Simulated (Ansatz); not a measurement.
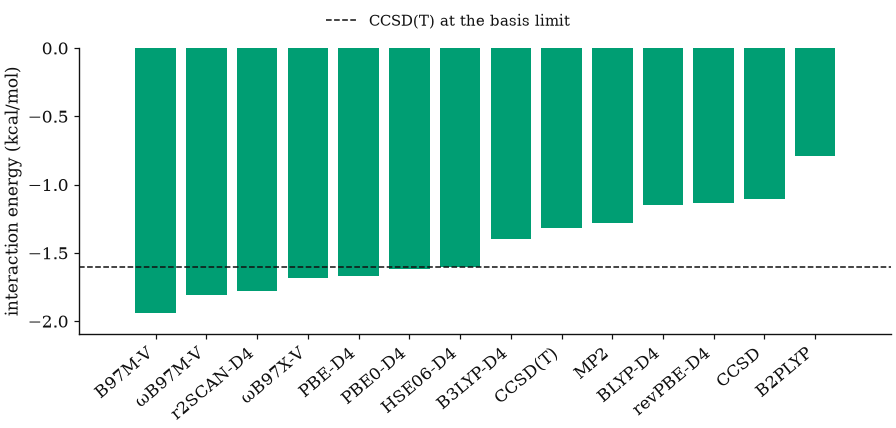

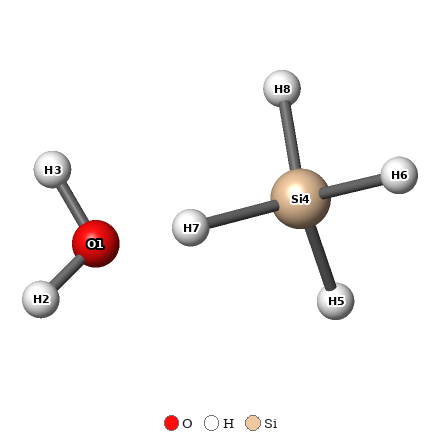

Counterpoise interaction energy of the pair H₂O and H₄Si at one optimised PBE0-D4 geometry, drawn, with the closest contact O1···H8 2.96 Å (H···H pairs aside; other arrangements can bind more strongly; the cost of deforming the partners isn't counted), def2-TZVPPD, the Ansatz code; cores frozen in correlated methods. The line takes HF and MP2 limits from def2-TZVPPD and QZVPPD, and the coupled-cluster step in TZVPPD. B2PLYP holds a correlation term that converges slowly with the basis, so part of the distance to the limit is basis error. No dispersion term is added to B2PLYP. The distance of CCSD(T), MP2 and CCSD to the limit includes basis error.

What range do the values span, the line included?

Answer. From −1.94 kcal/mol (B97M-V) to −0.79 kcal/mol (B2PLYP).

Which level comes closest to the line (CCSD(T) at the basis limit), and which misses most?

Answer. Closest HSE06-D4 (−1.61 kcal/mol), against −1.60 kcal/mol; farthest B2PLYP (−0.79 kcal/mol).
